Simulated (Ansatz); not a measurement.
# Ge wire along [110], 36 atoms a period, H-terminated: bands by functional and under strain, part 2 of 3

Aim: is the Ge wire along [110], 36 atoms a period, H-terminated a metal or a semiconductor?

Ansatz 0.2.0; DFT PBE, plane waves, PAW; relaxation of a wire's period; PAW set soft_1 (the session's first sound run).

So far. Step 2 (The relaxed wire): The cell's length comes to 4.118 Å with spin left out.

## Step 3: The perfect wire

This step: DFT PBE, plane waves, PAW; bands of a perfect wire; PAW set soft_1 (Ansatz 0.2.0).

At the relaxed period the bands are computed along the axis; those that cross an energy going forward count the channels that a perfect wire would open there.

Input file input.yaml:

```yaml
crystal:
  lattice:
    - [24.441, 0.0, 0.0]
    - [0.0, 23.603, 0.0]
    - [0.0, 0.0, 4.117917921]
  atoms:
    - { symbol: H, position: [0.201400841, 0.681728738, 0.0] }
    - { symbol: H, position: [0.20135496, 0.404444394, 0.0] }
    - { symbol: Ge, position: [0.237941962, 0.458488973, 0.0] }
    - { symbol: Ge, position: [0.412116867, 0.370977569, 0.0] }
    - { symbol: Ge, position: [0.41226202, 0.714850528, 0.0] }
    - { symbol: H, position: [0.434640791, 0.85323182, 0.0] }
    - { symbol: H, position: [0.447792426, 0.146512218, 0.0] }
    - { symbol: Ge, position: [0.470950398, 0.284961956, 0.0] }
    - { symbol: Ge, position: [0.470887079, 0.456995881, 0.0] }
    - { symbol: Ge, position: [0.646053245, 0.371012697, 0.0] }
    - { symbol: Ge, position: [0.644983453, 0.713379172, 0.0] }
    - { symbol: H, position: [0.682075633, 0.146281088, 0.0] }
    - { symbol: Ge, position: [0.703316961, 0.284825125, 0.0] }
    - { symbol: Ge, position: [0.704749843, 0.457028357, 0.0] }
    - { symbol: H, position: [0.258455985, 0.284807781, 0.202643877] }
    - { symbol: H, position: [0.858896639, 0.542978739, 0.201906194] }
    - { symbol: H, position: [0.141103361, 0.542978739, 0.298093806] }
    - { symbol: H, position: [0.741544015, 0.284807781, 0.297356123] }
    - { symbol: Ge, position: [0.296683039, 0.284825125, 0.5] }
    - { symbol: Ge, position: [0.295102156, 0.62884562, 0.5] }
    - { symbol: Ge, position: [0.295250157, 0.457028357, 0.5] }
    - { symbol: H, position: [0.317924367, 0.146281088, 0.5] }
    - { symbol: H, position: [0.318190285, 0.767337349, 0.5] }
    - { symbol: Ge, position: [0.354795176, 0.200078398, 0.5] }
    - { symbol: Ge, position: [0.353946755, 0.371012697, 0.5] }
    - { symbol: Ge, position: [0.353802828, 0.543015027, 0.5] }
    - { symbol: Ge, position: [0.355016547, 0.713379172, 0.5] }
    - { symbol: Ge, position: [0.529049602, 0.284961956, 0.5] }
    - { symbol: Ge, position: [0.529099451, 0.629006414, 0.5] }
    - { symbol: Ge, position: [0.529112921, 0.456995881, 0.5] }
    - { symbol: Ge, position: [0.52825362, 0.799558159, 0.5] }
    - { symbol: H, position: [0.552207574, 0.146512218, 0.5] }
    - { symbol: H, position: [0.565359209, 0.85323182, 0.5] }
    - { symbol: Ge, position: [0.588900003, 0.200379653, 0.5] }
    - { symbol: Ge, position: [0.587883133, 0.370977569, 0.5] }
    - { symbol: Ge, position: [0.588034605, 0.543030241, 0.5] }
    - { symbol: Ge, position: [0.58773798, 0.714850528, 0.5] }
    - { symbol: Ge, position: [0.762123237, 0.627604199, 0.5] }
    - { symbol: Ge, position: [0.762058038, 0.458488973, 0.5] }
    - { symbol: H, position: [0.798599159, 0.681728738, 0.5] }
    - { symbol: H, position: [0.79864504, 0.404444394, 0.5] }
    - { symbol: Ge, position: [0.820783373, 0.5430202, 0.5] }
    - { symbol: H, position: [0.141103361, 0.542978739, 0.701906194] }
    - { symbol: H, position: [0.741544015, 0.284807781, 0.702643877] }
    - { symbol: H, position: [0.258455985, 0.284807781, 0.797356123] }
    - { symbol: H, position: [0.858896639, 0.542978739, 0.798093806] }
    - { symbol: Ge, position: [0.179216627, 0.5430202, 0.0] }
    - { symbol: Ge, position: [0.237876763, 0.627604199, 0.0] }
    - { symbol: Ge, position: [0.411099997, 0.200379653, 0.0] }
    - { symbol: Ge, position: [0.411965395, 0.543030241, 0.0] }
    - { symbol: Ge, position: [0.470900549, 0.629006414, 0.0] }
    - { symbol: Ge, position: [0.47174638, 0.799558159, 0.0] }
    - { symbol: Ge, position: [0.645204824, 0.200078398, 0.0] }
    - { symbol: Ge, position: [0.646197172, 0.543015027, 0.0] }
    - { symbol: H, position: [0.681809715, 0.767337349, 0.0] }
    - { symbol: Ge, position: [0.704897844, 0.62884562, 0.0] }
kpoints:
  mp_grid: { grid: [1, 1, 20] }
  band_path: { path: ["Γ", Z], npoints: 90 }
scf:
  occupations: { method: fermi_dirac, width: 0.05 }
hamiltonian:
  xc: pbe
  pseudopotentials: { kind: paw, azcp: { folder: soft_1 } }
output:
  dos: { e_range: [-5, 4] }
  write_potential: true
  write_density: true
  volumetric_format: npy
```

The run is started by

```console
$ ansatz run input.yaml --threads 16 --pin off --max-ram 61440MiB --backend cuda --events-out ev --progress --plain --runs-dir out --max-vram 78GiB
```

Numbers of over 12 decimals in the logs are rounded to 6 here.

The log of the run:

```text
[...]
Crystal: 56 atoms, lattice volume = 2375.548 Å³
Basis set: ecut = 420 eV, 46327 PW (Γ)
Bands: 318, of which v1, the nominal top of the filled ones, is band 262 counted from 1 (261 counted from 0)
Symmetry: 4 space group operations
[...]
k-points: 11 of 20
[...]
SCF iter   1: F=—  HF=-154937.210934 eV  |F-HF|=—  |Δ(HF+E_count)|=         —  Δρ=3.29e-2  dr2=2.17e1  ethr=3.10e-3  ⟨swp⟩=6.0  Hψ=12938  notcnv=0  defer=158
[...]
SCF iter   6: F=—  HF=-154931.916096 eV  |F-HF|=—  |Δ(HF+E_count)|=   7.17e-3  Δρ=4.62e-4  dr2=1.49e-2  ethr=4.91e-6  ⟨swp⟩=2.0  Hψ=3919  notcnv=0  defer=467
[...]
SCF iter  11: F=—  HF=-154931.916577 eV  |F-HF|=—  |Δ(HF+E_count)|=   3.64e-6  Δρ=7.49e-6  dr2=4.48e-6  ethr=1.98e-9  ⟨swp⟩=2.0  Hψ=3826  notcnv=0  defer=475
[...]
SCF iter  13: F=-154931.916577 eV  HF=-154931.916577 eV  |F-HF|=8.91e-9  |Δ(HF+E_count)|=   1.14e-7  Δρ=1.44e-6  dr2=6.04e-8  ethr=1.91e-11  ⟨swp⟩=12.5  Hψ=14535  notcnv=0
SCF 1 converged in 13 iterations: F = -154931.916577 eV  dr2 = 6.04e-8
[...]
NSCF: frozen V_eff on 91 k-points
[...]
SCF converged after 13 iterations
[...]
```

It took 25 s on 1 × NVIDIA GB200 with 16 threads of Arm Neoverse V2, shared host; peak memory 4.3 GiB.

Reading the cycles: dr2 is the Hartree energy of the density residual (eV), the measure of convergence; HF is the Harris–Foulkes estimate of the energy, which meets the free energy F at convergence.

Numbers from this step:

```yaml
band_gap_on_the_path_through_both_edges: 0.9955 eV
```

Electronic bands along the path, in eV, zero at the Fermi level; v1 is the highest filled band, c1 the lowest empty one:

```
point     v4     v3     v2     v1    c1    c2    c3    c4
    Γ  -1.00  -0.99  -0.71  -0.48  0.52  0.52  0.58  0.70
    Z  -1.83  -1.83  -1.80  -1.80  1.06  1.06  1.35  1.35
```

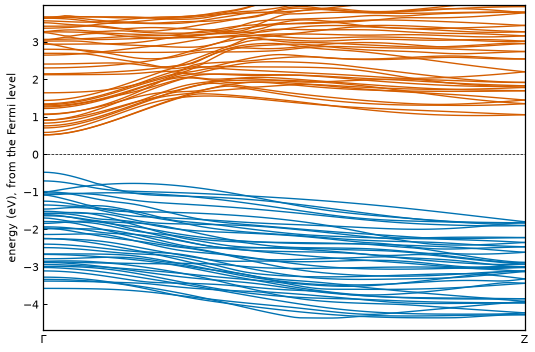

Electronic bands along the path; lines of filled and empty bands in two colours.

The gap is 0.995 eV, with spin left out.

On this path the gap is direct, 1.00 eV, with the valence top at Γ and the conduction bottom at Γ.

## Step 4: Another level of theory, cutoff 500 eV, k-mesh 1×1×15

This step: DFT r2SCAN, plane waves, PAW; bands of a perfect wire at the PBE geometry; PAW set soft_1 (Ansatz 0.2.0).

The atoms stay at the PBE geometry and the functional changes. r2SCAN also reads the kinetic-energy density; it often gives larger moments and wider gaps than PBE, at a higher cost. Against the first PBE run of this kind, the cutoff is 500 eV against 420 and the mesh along the wire has 15 points against 20.

Edit input.yaml of step 3 so:

```diff
@@ -63,3 +63,3 @@
 kpoints:
-  mp_grid: { grid: [1, 1, 20] }
+  mp_grid: { grid: [1, 1, 15] }
   band_path: { path: ["Γ", Z], npoints: 90 }
@@ -68,8 +68,3 @@
 hamiltonian:
-  xc: pbe
+  xc: r2scan
   pseudopotentials: { kind: paw, azcp: { folder: soft_1 } }
-output:
-  dos: { e_range: [-5, 4] }
-  write_potential: true
-  write_density: true
-  volumetric_format: npy
```

The log of the run:

```text
[...]
Crystal: 56 atoms, lattice volume = 2375.548 Å³
Basis set: ecut = 500 eV, 60449 PW (Γ), exchange–correlation on 720×720×128 points (64 copies of the dense FFT grid, shifted against one another)
Bands: 318, of which v1, the nominal top of the filled ones, is band 262 counted from 1 (261 counted from 0)
Symmetry: 4 space group operations
[...]
k-points: 8 of 15
[...]
SCF iter   1: F=—  HF=-155220.510191 eV  |F-HF|=—  |Δ(HF+E_count)|=         —  Δρ=3.25e-2  dr2=2.04e1  dr2_τ=1.74e-1  ethr=3.10e-3  ⟨swp⟩=6.0  Hψ=9540  notcnv=0  defer=184
[...]
SCF iter   6: F=—  HF=-155218.188841 eV  |F-HF|=—  |Δ(HF+E_count)|=   7.97e-3  Δρ=3.24e-4  dr2=4.75e-3  dr2_τ=7.18e-5  ethr=2.73e-6  ⟨swp⟩=2.2  Hψ=2838  notcnv=0  defer=368
[...]
SCF iter  11: F=—  HF=-155218.189766 eV  |F-HF|=—  |Δ(HF+E_count)|=   2.00e-6  Δρ=3.42e-6  dr2=5.13e-7  dr2_τ=4.56e-9  ethr=6.96e-10  ⟨swp⟩=2.0  Hψ=2824  notcnv=0  defer=368
[...]
SCF iter  13: F=-155218.189767 eV  HF=-155218.189767 eV  |F-HF|=6.14e-9  |Δ(HF+E_count)|=   1.73e-8  Δρ=7.65e-7  dr2=1.59e-8  dr2_τ=1.67e-10  ethr=1.91e-11  ⟨swp⟩=4.1  Hψ=5294  notcnv=0
SCF 1 converged in 13 iterations: F = -155218.189767 eV  dr2 = 1.59e-8
[...]
the band table was solved once the SCF had ended and its energy, with any forces and stress, was formed, with the checks that follow a solve (9919 applications of the Hamiltonian). They found nothing against the state; the energy, forces and stress were not computed again (output.eigenvalues in the input reference)
[...]
SCF converged after 13 iterations
[...]
```

Wall time 32 s (1 × NVIDIA GB200 with 16 threads); peak memory 4.9 GiB.

This step gave:

| Item | Value |
| --- | --- |
| band gap on the path through both edges | 1.273 eV |

The electronic bands at the labelled points (eV, zero at the Fermi level; v1 is the highest filled band, c1 the lowest empty one):

```
point     v4     v3     v2     v1    c1    c2    c3    c4
    Γ  -1.17  -1.13  -0.86  -0.62  0.65  0.66  0.76  0.84
    Z  -2.04  -2.04  -2.00  -2.00  1.21  1.21  1.47  1.47
```

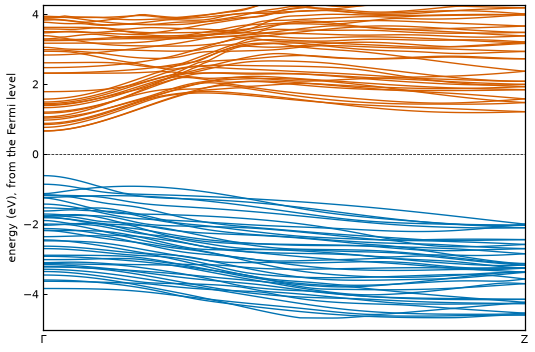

Electronic bands along the path; lines of filled and empty bands in two colours.

The gap is 1.27 eV, against 0.995 eV under PBE at the relaxed period.

## Step 5: At a strained period, period over the relaxed period 0.97, k-mesh 1×1×16

This step: DFT PBE, plane waves, PAW; relaxation at a fixed period; PAW set soft_1 (Ansatz 0.2.0).

The period is set to 0.97 times the relaxed one and the atoms relax within it: strain changes bond lengths and angles, which shifts the bands against each other. Against the first PBE run of this kind, the mesh along the wire has 16 points against 20.

The cell differs from the one that the last finished run ended in (c 4.118 → 3.994 Å).

Edit input.yaml of step 4 so:

```diff
@@ -4,3 +4,3 @@
     - [0.0, 23.603, 0.0]
-    - [0.0, 0.0, 4.117917921]
+    - [0.0, 0.0, 3.9943803834]
   atoms:
@@ -63,3 +63,3 @@
 kpoints:
-  mp_grid: { grid: [1, 1, 15] }
+  mp_grid: { grid: [1, 1, 16] }
   band_path: { path: ["Γ", Z], npoints: 90 }
@@ -68,3 +68,8 @@
 hamiltonian:
-  xc: r2scan
+  xc: pbe
   pseudopotentials: { kind: paw, azcp: { folder: soft_1 } }
+relax:
+  max_steps: 40
+  f_tol: 0.02
+output:
+  stress: true
```

The log of the run:

```text
Warning: output.stress: scf.convergence.dr2_threshold = 1e-7 eV (the SCF's general default) is looser than the 5.6e-9 eV advised for a printed stress (1e-10 eV for each atom of the cell: 56). What an SCF threshold leaves in a stress goes as its square root, and in the free energy as the threshold itself, and one threshold admits the most on a small cell: [figures from the program's tests cut] Every solve of this run answers to scf.convergence.dr2_threshold,  [...]
[...]
Crystal: 56 atoms, lattice volume = 2304.282 Å³
Basis set: ecut = 420 eV, 45111 PW (Γ), exchange–correlation on 360×320×54 points (8 copies of the dense FFT grid, shifted against one another)
Bands: 318, of which v1, the nominal top of the filled ones, is band 262 counted from 1 (261 counted from 0)
Symmetry: 4 space group operations
[...]
k-points: 9 of 16
[...]
SCF iter   1: F=—  HF=-154936.962814 eV  |F-HF|=—  |Δ(HF+E_count)|=         —  Δρ=3.39e-2  dr2=2.22e1  ethr=3.10e-3  ⟨swp⟩=6.0  Hψ=10599  notcnv=0  defer=138
[...]
SCF iter   2: F=—  HF=-154932.607634 eV  |F-HF|=—  |Δ(HF+E_count)|=    4.36e0  Δρ=1.54e-2  dr2=5.79e0  ethr=3.10e-3  ⟨swp⟩=2.8  Hψ=3857  notcnv=0  defer=380
[...]
SCF iter  10: F=-154931.482580 eV  HF=-154931.482579 eV  |F-HF|=4.13e-7  |Δ(HF+E_count)|=   1.93e-5  Δρ=1.39e-5  dr2=6.27e-6  ethr=1.91e-9  ⟨swp⟩=4.0  Hψ=8280  notcnv=0
SCF 1 converged in 10 iterations: F = -154931.482580 eV  dr2 = 6.27e-6
[...]
relax step   1: F+E_penalty+E_count = -154931.48257964 eV  Δ(F+E_penalty+E_count) = +0.000e0 eV  max|allowed force component| = 4.643e-1 eV/Å  Δτ_max = 0.0000 Å  (10 SCF iters, dr2 threshold 1.00e-5 eV, accepted)
[...]
SCF 2 converged in 8 iterations: F = -154931.591386 eV  dr2 = 2.17e-6
relax step   2: F+E_penalty+E_count = -154931.59138628 eV  Δ(F+E_penalty+E_count) = -1.088e-1 eV  max|allowed force component| = 1.563e-1 eV/Å  Δτ_max = 0.0781 Å  (8 SCF iters, dr2 threshold 1.35e-5 eV, accepted)
[...]
SCF 3 converged in 7 iterations: F = -154931.595994 eV  dr2 = 5.75e-7
[...]
relax step   3: F+E_penalty+E_count = -154931.59599366 eV  Δ(F+E_penalty+E_count) = -4.607e-3 eV  max|allowed force component| = 2.617e-2 eV/Å  Δτ_max = 0.0231 Å  (7 SCF iters, dr2 threshold 1.53e-6 eV, accepted)
[...]
SCF 4 converged in 7 iterations: F = -154931.596510 eV  dr2 = 4.07e-8
relax step   4: F+E_penalty+E_count = -154931.59650968 eV  Δ(F+E_penalty+E_count) = -5.160e-4 eV  max|allowed force component| = 1.919e-3 eV/Å  Δτ_max = 0.0080 Å  (7 SCF iters, accepted)
[...]
SCF converged after 7 iterations
[...]
atoms:
    - { symbol: H, position: [0.198590, 0.681991, 9.368937330531116e-19] }
    - { symbol: H, position: [0.198098, 0.404585, 1.0884308212073997e-18] }
    - { symbol: Ge, position: [0.234746, 0.458519, 1.067579969039329e-18] }
    - { symbol: Ge, position: [0.411636, 0.370876, 1.4550096790511817e-19] }
    - { symbol: Ge, position: [0.411884, 0.715014, 1.105980065095101e-19] }
    - { symbol: H, position: [0.434040, 0.853516, 1.8609392602253597e-19] }
    - { symbol: H, position: [0.447220, 0.146181, 1.7650988647286478e-19] }
    - { symbol: Ge, position: [0.470199, 0.284806, 2.3736514458759897e-19] }
    - { symbol: Ge, position: [0.470139, 0.456932, 2.363374648073972e-19] }
    - { symbol: Ge, position: [0.648029, 0.370858, -6.890481488654041e-19] }
    - { symbol: Ge, position: [0.646850, 0.713557, -6.5181680834043375e-19] }
    - { symbol: H, position: [0.683813, 0.146045, -6.079603351209779e-19] }
    - { symbol: Ge, position: [0.705005, 0.284626, -5.912758475924152e-19] }
    - { symbol: Ge, position: [0.706440, 0.456904, -5.919692571535797e-19] }
    - { symbol: H, position: [0.256288, 0.284497, 0.197250] }
    - { symbol: H, position: [0.862127, 0.543220, 0.196643] }
    - { symbol: H, position: [0.137873, 0.543220, 0.303357] }
    - { symbol: H, position: [0.743712, 0.284497, 0.302750] }
    - { symbol: Ge, position: [0.294995, 0.284626, 0.500000] }
    - { symbol: Ge, position: [0.293617, 0.628951, 0.500000] }
    - { symbol: Ge, position: [0.293560, 0.456904, 0.500000] }
    - { symbol: H, position: [0.316187, 0.146045, 0.500000] }
    - { symbol: H, position: [0.316377, 0.767485, 0.500000] }
    - { symbol: Ge, position: [0.352896, 0.199900, 0.500000] }
    - { symbol: Ge, position: [0.351971, 0.370858, 0.500000] }
    - { symbol: Ge, position: [0.351846, 0.542945, 0.500000] }
    - { symbol: Ge, position: [0.353150, 0.713557, 0.500000] }
    - { symbol: Ge, position: [0.529801, 0.284806, 0.500000] }
    - { symbol: Ge, position: [0.529848, 0.629062, 0.500000] }
    - { symbol: Ge, position: [0.529861, 0.456932, 0.500000] }
    - { symbol: Ge, position: [0.529008, 0.799800, 0.500000] }
    - { symbol: H, position: [0.552780, 0.146181, 0.500000] }
    - { symbol: H, position: [0.565960, 0.853516, 0.500000] }
    - { symbol: Ge, position: [0.589277, 0.200113, 0.500000] }
    - { symbol: Ge, position: [0.588364, 0.370876, 0.500000] }
    - { symbol: Ge, position: [0.588488, 0.543017, 0.500000] }
    - { symbol: Ge, position: [0.588116, 0.715014, 0.500000] }
    - { symbol: Ge, position: [0.765102, 0.627817, 0.500000] }
    - { symbol: Ge, position: [0.765254, 0.458519, 0.500000] }
    - { symbol: H, position: [0.801410, 0.681991, 0.500000] }
    - { symbol: H, position: [0.801902, 0.404585, 0.500000] }
    - { symbol: Ge, position: [0.823488, 0.543233, 0.500000] }
    - { symbol: H, position: [0.137873, 0.543220, 0.696643] }
    - { symbol: H, position: [0.743712, 0.284497, 0.697250] }
    - { symbol: H, position: [0.256288, 0.284497, 0.802750] }
    - { symbol: H, position: [0.862127, 0.543220, 0.803357] }
    - { symbol: Ge, position: [0.176512, 0.543233, 9.009144551101458e-19] }
    - { symbol: Ge, position: [0.234898, 0.627817, 9.939554284637992e-19] }
    - { symbol: Ge, position: [0.410723, 0.200113, 1.1031977366858356e-19] }
    - { symbol: Ge, position: [0.411512, 0.543017, 1.361532459540831e-19] }
    - { symbol: Ge, position: [0.470152, 0.629062, 2.362634443465164e-19] }
    - { symbol: Ge, position: [0.470992, 0.799800, 2.3828439148303887e-19] }
    - { symbol: Ge, position: [0.647104, 0.199900, -6.629193119045452e-19] }
    - { symbol: Ge, position: [0.648154, 0.542945, -6.8256147046047945e-19] }
    - { symbol: H, position: [0.683623, 0.767485, -6.337087648989557e-19] }
    - { symbol: Ge, position: [0.706383, 0.628951, -5.224200779551472e-19] }
```

It took 29 s on 1 × NVIDIA GB200 with 16 threads; peak memory 2.3 GiB; 4.9 min of CPU time.

Step by step:

```
step  energy less that of the first step (eV)  largest force component (eV/Å)
   1                                   0.0000                          0.4643
   2                                  -0.1088                          0.1563
   3                                  -0.1134                          0.0262
   4                                  -0.1139                          0.0019
```

The run keeps the 4 symmetry operations that it works with, so distortions that break them were not tested.

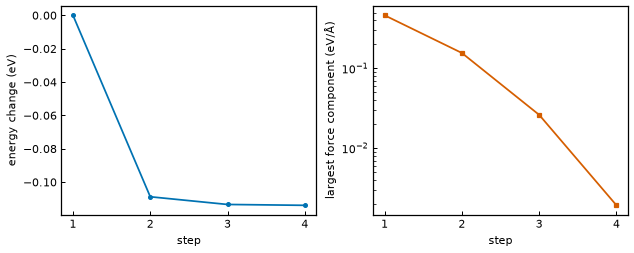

Energy and largest force along the relaxation.

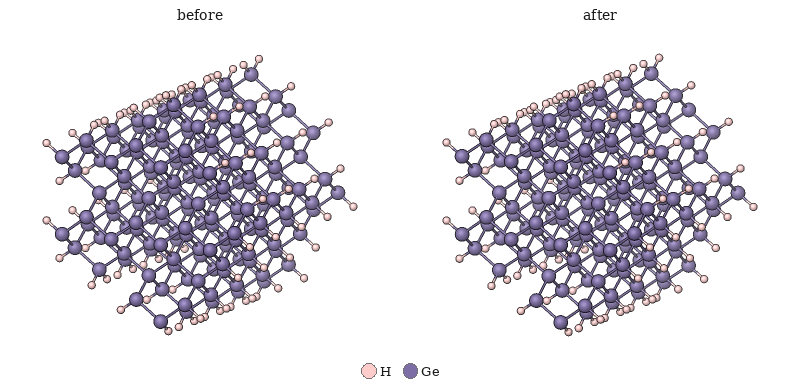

Before and after, at one scale.

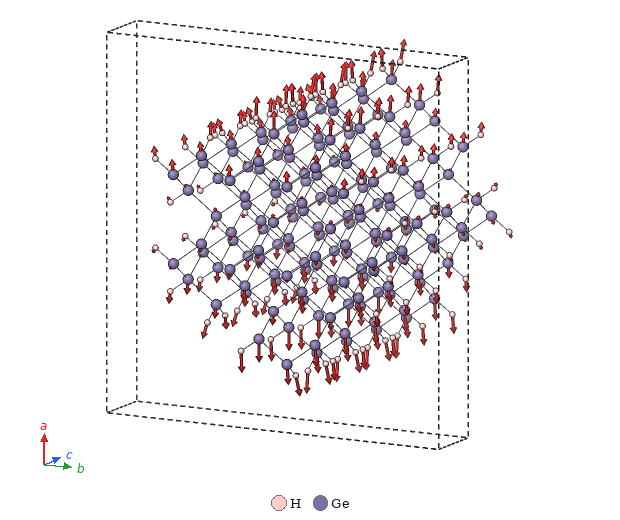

Displacements in the relaxation, exaggerated; the longest in the cell stands for 0.08 Å. 1×1×4 cells are drawn. Some periodic images of atoms are drawn too.

The atoms that moved most (Å):

```
atom      dx     dy      dz  length
 H17  -0.079  0.006   0.021   0.082
 H43  -0.079  0.006  -0.021   0.082
 H46   0.079  0.006   0.021   0.082
 H16   0.079  0.006  -0.021   0.082
 H41   0.080  0.003   0.000   0.080
  H2  -0.080  0.003   0.000   0.080
Ge39   0.078  0.001   0.000   0.078
 Ge3  -0.078  0.001   0.000   0.078
```

This step gave:

```
band gap on the path through both edges : 1.024 eV
```

Electronic bands along the path, in eV, zero at the Fermi level; v1 is the highest filled band, c1 the lowest empty one:

```
point     v4     v3     v2     v1    c1    c2    c3    c4
    Γ  -1.09  -1.00  -0.72  -0.49  0.53  0.54  0.58  0.74
    Z  -2.11  -2.11  -2.05  -2.05  0.75  0.75  1.05  1.05
```

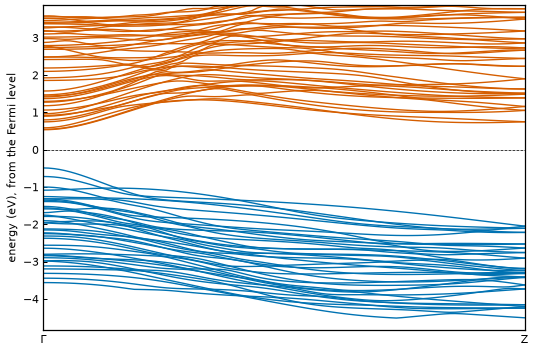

Electronic bands along the path; lines of filled and empty bands in two colours.

The gap is 1.02 eV, against 0.995 eV under PBE at the relaxed period.

(Part 2 of 3 ends here.)

[Logs are printed without paths, hosts, clocks, repeated set-up lines and the standing remarks that a program may print on its own settings, such as how far it seeks lower states.]

[Hosts, paths, dates, database ids (printed as entryN), source tags and the programs' standing remarks are cut or masked in the printed files.]
